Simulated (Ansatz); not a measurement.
The figure comes from a scan of HfN (rock salt): one Hf atom of a 4-atom cell moves by s along Cartesian z, with its periodic images. Method: PBE (plane waves to 420 eV, PAW, scalar-relativistic; Ansatz, a quantum-chemistry and plane-wave program). k mesh 7×14×14 (Γ-centred), Fermi-Dirac smearing 0.05 eV. E stands for the smeared free energy. Left out: 2 of 11 points, with atoms too close for the PAW data. With partly filled bands, energies and forces of such displacements shift with the k mesh and the smearing. HfN is run without spin polarisation. HfN was relaxed with its symmetry unable to fall. Spin-orbit coupling is left out, though Hf is heavy. ΔE is measured from the undisplaced structure.

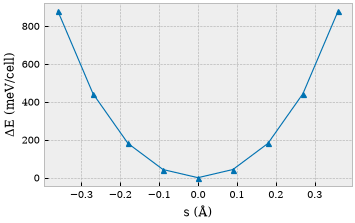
*ΔE (meV/cell) against s (Å); computed points joined by lines.*

Read the plotted values off the figure, to the accuracy that the plot allows.

To the nearest 20:

```csv
s (Å),ΔE (meV/cell)
-0.360,880
-0.270,440
-0.180,180
-0.090,40
0.000,0
0.090,40
0.180,180
0.270,440
0.360,880
```

(For displaced atoms, the force is minus the slope of the energy, and its curvature is a force constant, which sets phonon frequencies.)
